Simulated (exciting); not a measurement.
Consider CsLaS2, space group R-3m.

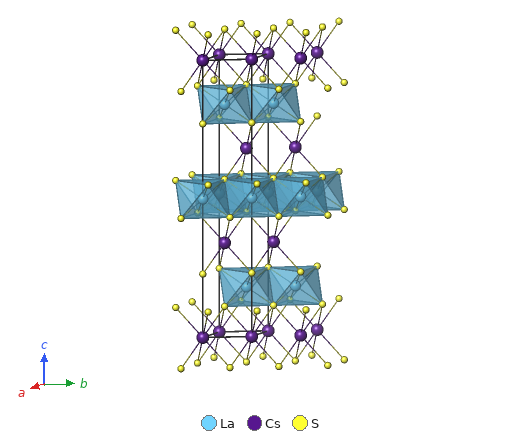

The structure (lanthanum blue, caesium purple, sulfur yellow). 1×2×1 conventional cells are drawn. Some periodic images of atoms are drawn too.

```cif
data_structure
_symmetry_space_group_name_H-M 'P 1'
_symmetry_Int_Tables_number 1
_cell_length_a 8.4780
_cell_length_b 8.4780
_cell_length_c 8.4780
_cell_angle_alpha 29.605
_cell_angle_beta 29.605
_cell_angle_gamma 29.605
_cell_volume 131.65
loop_
_atom_site_label
_atom_site_type_symbol
_atom_site_fract_x
_atom_site_fract_y
_atom_site_fract_z
_atom_site_occupancy
La1 La 0.50000 0.50000 0.50000 1
Cs2 Cs 0.00000 0.00000 0.00000 1
S3 S 0.77091 0.77091 0.77091 1
S4 S 0.22909 0.22909 0.22909 1
```

Absorber: atom 1, with 6 S at 2.93 Å (octahedral, site symmetry -3m). Method: exciting, all-electron LAPW+lo, LDA, exchange and screened direct term (singlet BSE), 2×2×2 shifted k points, 68 conduction bands, |G+q| up to 3 bohr⁻¹ (2 in the exchange term), full RPA screening with nempty = 103, Lorentzian half width 1.71 eV.

Q: What does the La L₃ spectrum look like, and is there a bound core exciton?

Bound core exciton? Yes on this mesh: the first bright state (over 5 % of the brightest) lies at -1.02 eV from the Kohn–Sham onset and at -1.11 eV from the lowest bare transition of its own mesh; weaker or dark states reach down to -11.00 eV. Maxima (height): 1.1 eV (1.00) and 15.4 eV (0.32).

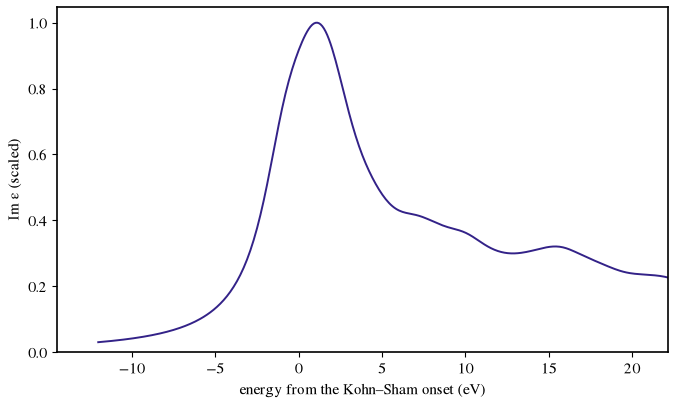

Energy from the Kohn–Sham onset, core level to the lowest empty state found on the meshes used; Im ε in relative units.

With 8 k points the binding energies are rough, and fine structure above the first lines is partly noise of the mesh. Exchange and the short-range direct term aren't converged in the kernel cutoff. The zero comes from the unshifted 3×3×3 ground-state mesh; it is exact only where the band minimum lies on that mesh. The conduction states carry no spin here, so the exchange coupling to the spinor core hole is only partly held. This core level is treated alone, with no coupling to its spin–orbit partner. The Kohn–Sham onset, 5390 eV, is no photon energy (tabulated edge of the element: 5483 eV): the scale needs a rigid shift. No quasiparticle correction widens the gap or stretches the bands. Vibrations and energy-dependent lifetimes are left out. The structure is a Materials Project entry, computed there, and may be a hypothetical form.

[Banner, clock and machine lines of the logs are left out without a mark of their own.]

[Logs are printed without paths, hosts, clocks, repeated set-up lines and the standing remarks that a program may print on its own settings, such as how far it seeks lower states.]

[Hosts, paths, dates, database ids (printed as entryN), source tags and the programs' standing remarks are cut or masked in the printed files.]
